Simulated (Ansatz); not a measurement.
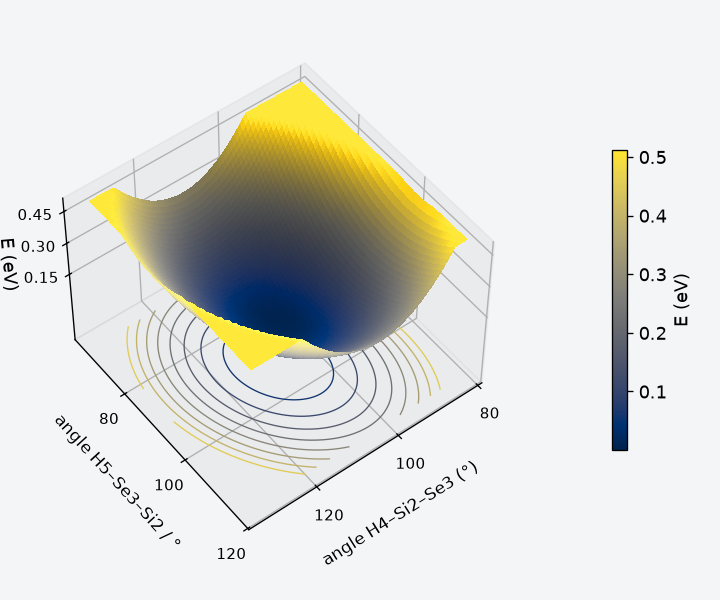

Energy landscape of H2OSeSi, SMILES O=[SiH][SeH]. First axis: angle H4–Si2–Se3. Second axis: angle H5–Se3–Si2. Nothing is relaxed (all other coordinates rigid). The scan uses a 13 × 13 grid. Energies: eV, counted from the lowest grid point. Computed with RKS B3LYP-D4/def2-TZVP (Ansatz).

In the figure: a relief with its contours projected below, any walls above the top of the colour scale cut off. Between grid points the surface is interpolated. 

Question: Summarise what can be read from the map.

Answer: The lowest grid point is at angle H4–Si2–Se3 = 107.6°, angle H5–Se3–Si2 = 91.7°. No other kind of well shows on this grid. The highest grid point, angle H4–Si2–Se3 = 82.6°, angle H5–Se3–Si2 = 66.7°, lies 1.068 eV above the lowest. Round the minimum the valley is somewhat tilted: raising angle H4–Si2–Se3 shifts the best value of angle H5–Se3–Si2 downwards (coupling k₁₂/√(k₁₁k₂₂) about 0.2).

The values on the grid:

```tsv
angle H5–Se3–Si2 ↓, angle H4–Si2–Se3 →	82.6	86.8	91.0	95.1	99.3	103.5	107.6	111.8	116.0	120.1	124.3	128.5	132.6
116.7	0.597	0.472	0.379	0.317	0.280	0.271	0.287	0.329	0.396	0.485	0.601	0.740	0.898
112.6	0.550	0.418	0.317	0.248	0.206	0.192	0.203	0.240	0.304	0.389	0.502	0.639	0.795
108.4	0.518	0.377	0.269	0.193	0.145	0.124	0.131	0.164	0.223	0.305	0.414	0.548	0.702
104.2	0.501	0.352	0.236	0.153	0.098	0.072	0.074	0.102	0.157	0.235	0.341	0.472	0.624
100.1	0.501	0.343	0.219	0.130	0.069	0.037	0.034	0.057	0.108	0.182	0.285	0.413	0.562
95.9	0.516	0.349	0.218	0.122	0.054	0.017	0.008	0.027	0.073	0.144	0.243	0.367	0.514
91.7	0.548	0.373	0.234	0.131	0.057	0.014	0.000	0.014	0.056	0.123	0.218	0.339	0.482
87.6	0.595	0.412	0.266	0.156	0.076	0.027	0.009	0.018	0.055	0.118	0.210	0.328	0.468
83.4	0.660	0.469	0.315	0.199	0.113	0.059	0.035	0.040	0.073	0.132	0.219	0.334	0.471
79.2	0.740	0.542	0.381	0.259	0.168	0.108	0.080	0.079	0.108	0.163	0.247	0.359	0.493
75.1	0.834	0.629	0.463	0.335	0.238	0.174	0.141	0.136	0.161	0.213	0.293	0.401	0.532
70.9	0.944	0.734	0.562	0.430	0.328	0.259	0.222	0.213	0.234	0.282	0.359	0.464	0.592
66.7	1.068	0.854	0.679	0.542	0.436	0.363	0.322	0.310	0.327	0.372	0.446	0.547	0.672
```

Each point was launched as `ansatz run input.yaml --threads 1 --pin off --max-ram 2560MiB --backend cpu --events-out ev --progress --plain --runs-dir out`. The whole map (169 points run) took 13 min on 1 thread of Arm Neoverse V1 (shared host).
